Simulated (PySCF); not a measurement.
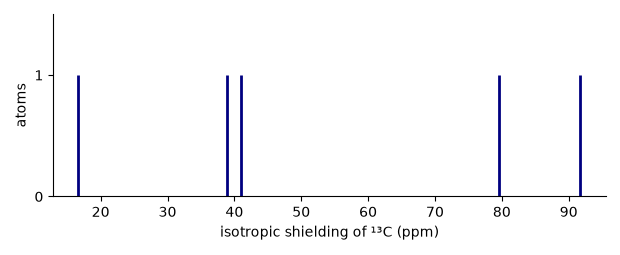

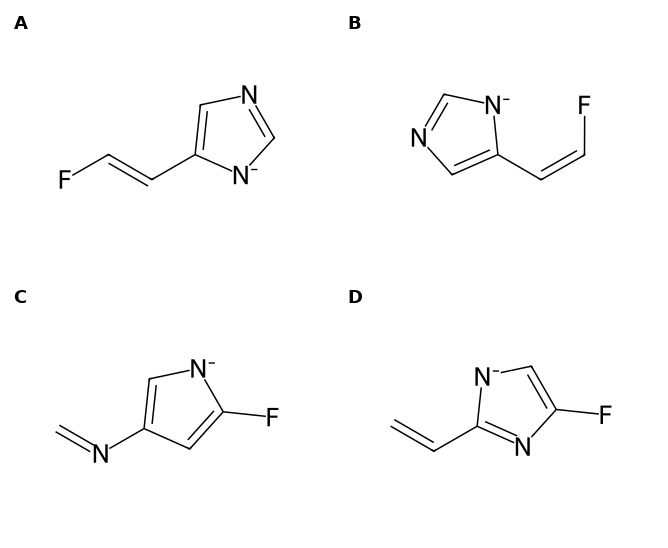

The sticks are computed shieldings of one of the molecules, for one fixed geometry (GFN2-xTB) without averaging over rotations. Low shielding means a high chemical shift. Method: GIAO PBE0/pcSseg-1 NMR shielding, non-relativistic, gas phase (PySCF 2.14.0).

Which molecule gives this pattern?

D, `C=Cc1nc(F)c[n-]1`. Its 5 C atoms give lines at 16.7, 38.8, 41.0, 79.5, 91.8 ppm.
